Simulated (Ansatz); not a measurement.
## H4C2SeSO2 (Pc): the dielectric response by several routes

Wanted: ε∞ of H4C2SeSO2 (Pc) from perturbation theory, a sum over states and the RPA step of G0W0, with cost.

Calculated with Ansatz 0.2.0; linear response on PBE, plane waves, PAW.

**1. The starting structure**

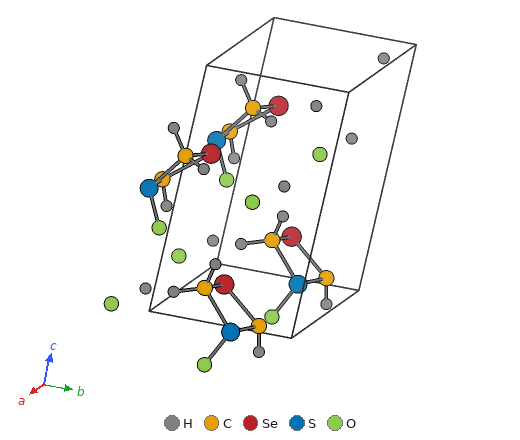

The cell as given, from a free direction (hydrogen grey, carbon orange, selenium red, sulfur blue, oxygen green). 2×1×1 cells are drawn. Bonds to atoms that aren't drawn are left out. Some periodic images of atoms are drawn too.

Geometry: measured cell, ions relaxed with PBE. The runs that relaxed it are not among those shown.

**2. Response to a homogeneous field**

The response to a uniform field gives ε∞, a yardstick for the screening that GW builds on its mesh.

This step: dielectric response by perturbation theory, PBE, plane waves, PAW; PAW set soft_1.

File input.yaml:

```yaml
crystal:
  lattice:
    - [5.6201, 0.0, 0.0]
    - [0.0, 5.429, 0.0]
    - [-4.1064155037, 0.0, 7.782155437]
  atoms:
    - { symbol: H, position: [0.9903275064, 0.7473635647, 0.4660418871] }
    - { symbol: H, position: [0.9903275064, 0.2526364353, 0.9660418871] }
    - { symbol: H, position: [0.9526666536, 0.4949916995, 0.3188623577] }
    - { symbol: H, position: [0.9526666536, 0.5050083005, 0.8188623577] }
    - { symbol: H, position: [0.3242621606, 0.9254302466, -0.0008390993] }
    - { symbol: H, position: [0.3242621606, 0.0745697534, 0.4991609007] }
    - { symbol: H, position: [0.4578783155, 0.1133202744, 0.1941292844] }
    - { symbol: H, position: [0.4578783155, 0.8866797256, 0.6941292844] }
    - { symbol: C, position: [0.8719629278, 0.6686019466, 0.3380623345] }
    - { symbol: C, position: [0.8719629278, 0.3313980534, 0.8380623345] }
    - { symbol: C, position: [0.4713629967, 0.9401030733, 0.1349322238] }
    - { symbol: C, position: [0.4713629967, 0.0598969267, 0.6349322238] }
    - { symbol: Se, position: [0.4847737869, 0.6468803937, 0.274117174] }
    - { symbol: Se, position: [0.4847737869, 0.3531196063, 0.774117174] }
    - { symbol: S, position: [0.8080090367, 0.8871242417, 0.1698405285] }
    - { symbol: S, position: [0.8080090367, 0.1128757583, 0.6698405285] }
    - { symbol: O, position: [0.9794800703, 0.1049310127, 0.2322299963] }
    - { symbol: O, position: [0.9794800703, 0.8950689873, 0.7322299963] }
    - { symbol: O, position: [0.8018265455, 0.7599013105, 0.0217933131] }
    - { symbol: O, position: [0.8018265455, 0.2400986895, 0.5217933131] }
kpoints:
  mp_grid: { grid: [4, 4, 4] }
hamiltonian:
  xc: pbe
  pseudopotentials: { kind: paw, azcp: { folder: soft_1 } }
scf:
  occupations: { method: fixed }
dielectric: {}
```

On the command line:

```bash
ansatz run input.yaml --threads 2 --pin off --max-ram 92160MiB --backend cuda --events-out ev --progress --plain --runs-dir out --devices 1 --max-vram 13GiB
```

Numbers of over 12 decimals in the logs are rounded to 6 here.

The log of the run:

```text
GPUs: using 1 of 1 available (devices: 1).
Engine: ansatz 0.2.0, x86_64-unknown-linux-gnu
Pseudopotentials: kind: paw
Pseudopotential: H, paw, valence charge 1, recommended cutoff 420 eV (normal), soft_1/H.paw.azcp
Pseudopotential: C, paw, valence charge 4, recommended cutoff 420 eV (normal), soft_1/C.paw.azcp
Pseudopotential: Se, paw, valence charge 16, recommended cutoff 420 eV (normal), soft_1/Se.paw.azcp
Pseudopotential: S, paw, valence charge 6, recommended cutoff 420 eV (normal), soft_1/S.paw.azcp
Pseudopotential: O, paw, valence charge 6, recommended cutoff 420 eV (normal), soft_1/O.paw.azcp
Functional definition: PBE
  parameter kappa = 0.804
  parameter beta = 0.066725
  exchange = pbe_x(kappa = kappa, mu = beta*pi^2/3)
  correlation = pbe_c(beta = beta)
device memory: the entry about to start is reckoned to put 3.4 GiB on a device that reports 30.5 GiB free (of which the cap on the GPU budget leaves the run 13.0 GiB)
GPU FFT provider: cuFFT
GPU libraries: cuBLAS 13.8.2, cuFFT 12.4.0, cuSOLVER 12.3.4
Crystal: 20 atoms, lattice volume = 237.445 Å³
Basis set: ecut = 420 eV, 4629 PW (Γ), exchange–correlation on 80×80×120 points (8 copies of the dense FFT grid, shifted against one another)
Bands: 66, of which v1, the nominal top of the filled ones, is band 46 counted from 1 (45 counted from 0)
Symmetry: 2 space group operations
k-points: 36 of 64 (irreducible under 1 space group operation, time reversal used)
Non-local potential: H, projectors of the file, l = 0: 2, l = 1: 1
Non-local potential: C, projectors of the file, l = 0: 2, l = 1: 2, l = 2: 1
Non-local potential: Se, projectors of the file, l = 0: 2, l = 1: 2, l = 2: 3, l = 3: 1
Non-local potential: S, projectors of the file, l = 0: 2, l = 1: 2, l = 2: 1
Non-local potential: O, projectors of the file, l = 0: 2, l = 1: 2, l = 2: 1
PAW form: soft (Blöchl's): semilocal exchange-correlation on the pseudo side does not see the compensation charge
PAW one-centre angular grid: H, 110 points (default); XC on 64 Gauss nodes
PAW one-centre angular grid: C, 110 points (default); XC on 64 Gauss nodes
PAW one-centre angular grid: Se, 590 points (default); XC on 64 Gauss nodes
PAW one-centre angular grid: S, 110 points (default); XC on 64 Gauss nodes
PAW one-centre angular grid: O, 110 points (default); XC on 64 Gauss nodes
Initial density: superposition of atomic densities (chi_scale 0.1, normalization cell, long waves kept (reshape's long-wave potential 0.22 eV rms))
Initial wavefunctions: pseudopotential atomic-orbital guess
GPU buffer pool allocated for 96000 grid points (all kernels)
GPU transforms: local potential and band sums: pruned to the plane-wave sphere, on 40×40×60
Functional: x = pbe(κ = 0.804, μ = 0.219515), c = pbe(β = 0.066725)
SCF iter   1: F=—  HF=-16149.987162 eV  |F-HF|=—  |Δ(HF+E_count)|=         —  Δρ=1.12e-1  dr2=3.66e1  ethr=3.10e-3  ⟨swp⟩=4.3  Hψ=8795  notcnv=0  defer=641
preconditioner: auto → Resta (q_TF=auto, 2.329 Å⁻¹)  ε∞=3.0  [insulator: Δε(μ)=3.356 eV  Ē_g=14.640 eV  n_scr=46 (ndim 8)  ℏωp=20.4 eV  f_vac=0.033  ε∞_Penn≈3.0]
SCF iter   2: F=—  HF=-16139.695051 eV  |F-HF|=—  |Δ(HF+E_count)|=    1.03e1  Δρ=4.63e-2  dr2=3.97e0  ethr=3.10e-3  ⟨swp⟩=3.8  Hψ=5334  notcnv=0  defer=623
SCF iter   3: F=—  HF=-16138.573787 eV  |F-HF|=—  |Δ(HF+E_count)|=    1.12e0  Δρ=1.70e-2  dr2=5.84e-1  ethr=3.10e-3  ⟨swp⟩=3.9  Hψ=3949  notcnv=0  defer=632
SCF iter   4: F=—  HF=-16138.447202 eV  |F-HF|=—  |Δ(HF+E_count)|=   1.27e-1  Δρ=5.06e-3  dr2=5.48e-2  ethr=6.35e-4  ⟨swp⟩=2.4  Hψ=3340  notcnv=0  defer=648
SCF iter   5: F=—  HF=-16138.443623 eV  |F-HF|=—  |Δ(HF+E_count)|=   3.58e-3  Δρ=2.15e-3  dr2=8.25e-3  ethr=5.95e-5  ⟨swp⟩=2.1  Hψ=4475  notcnv=0  defer=648
SCF iter   6: F=—  HF=-16138.448048 eV  |F-HF|=—  |Δ(HF+E_count)|=   4.42e-3  Δρ=9.03e-4  dr2=1.74e-3  ethr=8.97e-6  ⟨swp⟩=2.0  Hψ=3172  notcnv=0  defer=648
SCF iter   7: F=—  HF=-16138.448708 eV  |F-HF|=—  |Δ(HF+E_count)|=   6.59e-4  Δρ=2.21e-4  dr2=1.27e-4  ethr=1.89e-6  ⟨swp⟩=2.0  Hψ=3534  notcnv=0  defer=648
SCF iter   8: F=—  HF=-16138.448790 eV  |F-HF|=—  |Δ(HF+E_count)|=   8.19e-5  Δρ=1.18e-4  dr2=2.83e-5  ethr=1.38e-7  ⟨swp⟩=2.0  Hψ=3103  notcnv=0  defer=647
SCF iter   9: F=—  HF=-16138.448800 eV  |F-HF|=—  |Δ(HF+E_count)|=   1.07e-5  Δρ=4.47e-5  dr2=4.16e-6  ethr=3.08e-8  ⟨swp⟩=2.0  Hψ=3093  notcnv=0  defer=578
SCF iter  10: F=—  HF=-16138.448783 eV  |F-HF|=—  |Δ(HF+E_count)|=   1.74e-5  Δρ=8.71e-6  dr2=2.61e-7  ethr=4.52e-9  ⟨swp⟩=2.0  Hψ=2759  notcnv=0  defer=575
SCF iter  11: F=—  HF=-16138.448783 eV  |F-HF|=—  |Δ(HF+E_count)|=   4.70e-7  Δρ=2.47e-6  dr2=2.02e-8  ethr=2.83e-10  ⟨swp⟩=2.0  Hψ=2888  notcnv=0  defer=575
SCF iter  12: F=—  HF=-16138.448783 eV  |F-HF|=—  |Δ(HF+E_count)|=   2.90e-8  Δρ=1.01e-6  dr2=2.90e-9  ethr=2.20e-11  ⟨swp⟩=2.0  Hψ=2958  notcnv=0  defer=575
SCF iter  13: F=—  HF=-16138.448783 eV  |F-HF|=—  |Δ(HF+E_count)|=   1.29e-9  Δρ=2.79e-7  dr2=2.11e-10  ethr=3.16e-12  ⟨swp⟩=2.0  Hψ=2958  notcnv=0  defer=575
SCF iter  14: F=-16138.448783 eV  HF=-16138.448783 eV  |F-HF|=3.46e-11  |Δ(HF+E_count)|=  2.02e-10  Δρ=8.95e-8  dr2=2.61e-11  ethr=1.00e-12  ⟨swp⟩=14.9  Hψ=14254  notcnv=0
SCF 1 converged in 14 iterations: F = -16138.448783 eV  dr2 = 2.61e-11
  greatest PAW one-centre occupation: 1.000 electrons in one spin orbital (limit 2), on the Se atom at site 12 (counted from 0), in its partial waves of l = 2
the response reads at least the filled bands of the reference SCF and the lowest empty band at each k-point, and that SCF's band table does not vouch for those bands. The notice of the band table in this run's record says why
device memory: the entry about to start is reckoned to put 1.2 GiB on a device that reports 33.8 GiB free (of which the cap on the GPU budget leaves the run 12.8 GiB)
NSCF: frozen V_eff on 1 k-points
device memory: the entry about to start is reckoned to put 1.2 GiB on a device that reports 33.2 GiB free (of which the cap on the GPU budget leaves the run 12.8 GiB)
NSCF: frozen V_eff on 1 k-points
device memory: the entry about to start is reckoned to put 0.1 GiB (of the 0.3 GiB reckoned in all, the device holds 0.2 GiB already) on a device that reports 33.2 GiB free (of which the cap on the GPU budget leaves the run 12.8 GiB)
device memory: the entry about to start is reckoned to put 2.7 GiB (of the 2.9 GiB reckoned in all, the device holds 0.2 GiB already) on a device that reports 32.8 GiB free (of which the cap on the GPU budget leaves the run 12.8 GiB)
DFPT response loops at Γ: preconditioner auto → Resta (q_TF=auto, 2.329 Å⁻¹)  ε∞=4.5 (no band partly filled); β = 1.00, the filter's whole step (`scf.mixing.beta` (0.50) is not read by the response loops at its default; to damp them type it under 1.00, their step now; it binds the ground state too); Broyden in place of MSR1
── the response to a field inside a basis, on 4×4×4 k-points: an SCF that follows is theirs, and a resumed run solves both again ──
device memory: the entry about to start is reckoned to put 0.5 GiB on a device that reports 45.5 GiB free (of which the cap on the GPU budget leaves the run 12.8 GiB)
GPU FFT provider: cuFFT
GPU libraries: cuBLAS 13.8.2, cuFFT 12.4.0, cuSOLVER 12.3.4
Bands: 47, of which v1, the nominal top of the filled ones, is band 46 counted from 1 (45 counted from 0)
k-points: 16 of 64 (time reversal used)
Initial density: handed on by an earlier stage of this run
Initial wavefunctions: pseudopotential atomic-orbital guess (no wavefunctions were taken with the density)
GPU buffer pool allocated for 96000 grid points (all kernels)
GPU transforms: band sums: pruned to the plane-wave sphere, on 40×40×60
Eigensolver: Dense (16 Hₖ)
SCF iter   1: F=—  HF=-16138.264764 eV  |F-HF|=—  |Δ(HF+E_count)|=         —  Δρ=4.42e-4  dr2=1.23e-4  ethr=1.00e-1
preconditioner: auto → Resta (q_TF=auto, 2.329 Å⁻¹)  ε∞=4.6  [insulator: Δε(μ)=3.236 eV  Ē_g=10.455 eV  n_scr=46 (ndim 8)  ℏωp=19.9 eV  f_vac=0.117  ε∞_Penn≈4.6]
SCF iter   2: F=—  HF=-16138.264889 eV  |F-HF|=—  |Δ(HF+E_count)|=   1.24e-4  Δρ=2.39e-4  dr2=4.05e-5  ethr=1.33e-7
SCF iter   3: F=—  HF=-16138.264945 eV  |F-HF|=—  |Δ(HF+E_count)|=   5.64e-5  Δρ=5.13e-5  dr2=4.64e-6  ethr=4.40e-8
SCF iter   4: F=—  HF=-16138.264944 eV  |F-HF|=—  |Δ(HF+E_count)|=   6.32e-7  Δρ=1.11e-5  dr2=2.88e-7  ethr=5.04e-9
SCF iter   5: F=-16138.264945 eV  HF=-16138.264945 eV  |F-HF|=3.86e-9  |Δ(HF+E_count)|=   3.71e-7  Δρ=4.14e-6  dr2=4.06e-8  ethr=3.13e-10
SCF 1 converged in 5 iterations: F = -16138.264945 eV  dr2 = 4.06e-8
device memory: the entry about to start is reckoned to put 0.1 GiB (of the 0.2 GiB reckoned in all, the device holds 0.1 GiB already) on a device that reports 40.9 GiB free (of which the cap on the GPU budget leaves the run 12.7 GiB)
device memory: the entry about to start is reckoned to put 2.7 GiB (of the 2.8 GiB reckoned in all, the device holds 0.1 GiB already) on a device that reports 40.0 GiB free (of which the cap on the GPU budget leaves the run 12.5 GiB)
DFPT response loops at Γ: preconditioner auto → Resta (q_TF=auto, 2.329 Å⁻¹)  ε∞=4.3 (no band partly filled); β = 1.00, the filter's whole step (`scf.mixing.beta` (0.50) is not read by the response loops at its default; to damp them type it under 1.00, their step now; it binds the ground state too); Broyden in place of MSR1
SCF converged after 14 iterations
Free energy (F): -16138.448783 eV
Harris-Foulkes:  -16138.448783 eV  (|F-HF|=3.46e-11)
Internal energy: -16138.448783 eV  (E = F + TS)
E sigma→0 (E₀):  -16138.448783 eV
Fermi energy:    2.908276 eV
--- Per-component energies (eV) ---
  E_band       = -1248.866480
  E_kinetic    = 1584.325602
  E_local      = -9794.798489  (includes V_loc(G=0)·N_el)
  E_nonlocal   = -334.302163
  E_hartree    = 4469.551796
  E_xc         = -894.359533
  E_vxc        = -1035.885635  (∫ρ·V_xc dr)
  E_paw        = -6533.549734  (= ΣΔE_a)
  E_vpaw       = -607.303507  (= ΣTr[D̂ρ^β])
  E_aug_tail   = -0.006007  (compensation charges beyond the density's cutoff)
  E_ewald      = -4635.310255
  E_smearing   = -0.000000  (= −TS)
  E_closure    = 0.000000  (closes the sum)
  Σ components = -16138.448783   (vs F -16138.448783, Δ=0.00e0)
--- Band table (eV; the first three rows and the last of 36) ---
  k-point 0: bands = [... 42 lower, 0.8836, 0.9296, 2.2945, 2.3479, 6.5917, 6.8525, 7.3980, 7.4753, ... 16 higher]
  k-point 1: bands = [... 42 lower, 0.8725, 0.9128, 2.3227, 2.3560, 6.5751, 6.7384, 7.4140, 7.4567, ... 16 higher]
  k-point 2: bands = [... 42 lower, 0.8758, 0.8758, 2.3574, 2.3574, 6.5989, 6.5989, 7.4324, 7.4324, ... 16 higher]
  k-point 35: bands = [... 42 lower, 0.7023, 0.7023, 2.6526, 2.6526, 6.1250, 6.1250, 6.8594, 6.8594, ... 16 higher]
--- Dielectric response (ions clamped): 3 representative field directions + reference, inside a basis on a mesh of 64 k-points (Σ response iterations 24) ---
  ε∞ (high-frequency dielectric tensor):
        3.162831    -0.000000    -0.124001
       -0.000000     2.959317     0.000000
       -0.124001     0.000000     2.848514
  Born effective charges Z* (e; rows j = field, columns β = displacement):
    site 0:
         0.06511   -0.08868   -0.04209
        -0.06519    0.12929    0.03350
        -0.06340    0.05607    0.12492
    site 1:
         0.06511    0.08868   -0.04209
         0.06519    0.12929   -0.03350
        -0.06340   -0.05607    0.12492
    site 2:
         0.02133    0.01183    0.01399
         0.00185    0.32896    0.06682
        -0.02134    0.01641    0.11341
    site 3:
         0.02133   -0.01183    0.01399
        -0.00185    0.32896   -0.06682
        -0.02134   -0.01641    0.11341
    site 4:
         0.16430    0.01263    0.14049
        -0.03845    0.05725   -0.04132
         0.10975    0.04468    0.25052
    site 5:
         0.16430   -0.01263    0.14049
         0.03845    0.05725    0.04132
         0.10975   -0.04468    0.25052
    site 6:
         0.05455    0.00247   -0.01033
        -0.03381    0.16073    0.10509
         0.05663    0.05588    0.14465
    site 7:
         0.05455   -0.00247   -0.01033
         0.03381    0.16073   -0.10509
         0.05663   -0.05588    0.14465
    site 8:
        -0.14596   -0.09203    0.16150
        -0.02455   -0.34420    0.06064
         0.08541    0.07034   -0.26662
    site 9:
        -0.14596    0.09203    0.16150
         0.02455   -0.34420   -0.06064
         0.08541   -0.07034   -0.26662
    site 10:
        -0.47599   -0.00183   -0.07020
         0.04363   -0.17419   -0.10986
        -0.04622   -0.08565   -0.18914
    site 11:
        -0.47599    0.00183   -0.07020
        -0.04363   -0.17419    0.10986
        -0.04622    0.08565   -0.18914
    site 12:
         0.05090    0.01511    0.09939
[...]
site 13:
[...]
site 14:
[...]
site 15:
[...]
site 16:
        -1.30529   -0.62590   -0.17692
        -0.50739   -1.55051   -0.37890
        -0.04015   -0.18316   -1.00590
    site 17:
        -1.30529    0.62590   -0.17692
         0.50739   -1.55051    0.37890
        -0.04015    0.18316   -1.00590
    site 18:
        -1.10893    0.31037    0.63254
         0.07922   -0.99222   -0.37428
         0.39203   -0.48536   -1.56419
    site 19:
        -1.10893   -0.31037    0.63254
        -0.07922   -0.99222    0.37428
         0.39203    0.48536   -1.56419
  Z* charge neutrality: 1.420e-2 e pre-enforcement
  solved inside a basis spanned on kpoints, on 4×4×4 k-points, its susceptibility summed on 6×6×4: ε∞ is read to err by 1.5e-2, Z* by 1.9e-2 e (field_mesh: kpoints solves on kpoints); Z* is corrected for what the basis lacks
```

It took 62 s on 1 × NVIDIA H100 80GB HBM3 (shared by 6 runs) with 2 threads of AMD EPYC 7R13 (Zen 3), shared host; peak memory 3.4 GiB.

This step gave:

```
stated error of ε∞ : 0.015
```

One over ε∞ averages 0.34, above the quarter of exact exchange in PBE0, which should therefore fall short.

High-frequency dielectric tensor:

```
 3.16  0.00 -0.12
 0.00  2.96  0.00
-0.12  0.00  2.85
```

Born effective charge (e), principal values of the symmetric part by kind of site:

```
atom  atoms with these values    low  middle   high   mean
  H1                        2   0.01    0.08   0.23   0.11
  H3                        2   0.02    0.11   0.34   0.15
  H5                        2   0.05    0.08   0.34   0.16
  H7                        2   0.03    0.09   0.23   0.12
  C9                        2  -0.43   -0.26  -0.07  -0.25
 C11                        2  -0.49   -0.28  -0.08  -0.28
Se13                        2  -0.11    0.05   0.36   0.10
 S15                        2   1.33    2.66   3.23   2.41
 O17                        2  -2.08   -0.99  -0.79  -1.29
 O19                        2  -2.10   -0.85  -0.72  -1.22
```

In full for Se13:

```
 0.05  0.02  0.10
-0.07  0.15 -0.16
 0.12 -0.24  0.09
```

(Continued in part 2 of 2.)

[Paths, hosts, dates, memory and timing lines, banners, echoed tables and standing remarks are left out of the program output.]

[Logs are printed without paths, hosts, clocks, repeated set-up lines and the standing remarks that a program may print on its own settings, such as how far it seeks lower states.]

[Runs of the session that timed out or met a known fault of the program may be left out.]

[Cells called generated may have been cut or substituted from an entry of the Crystallography Open Database or the Materials Project.]

[Hosts, paths, dates, database ids (printed as entryN), source tags and the programs' standing remarks are cut or masked in the printed files.]
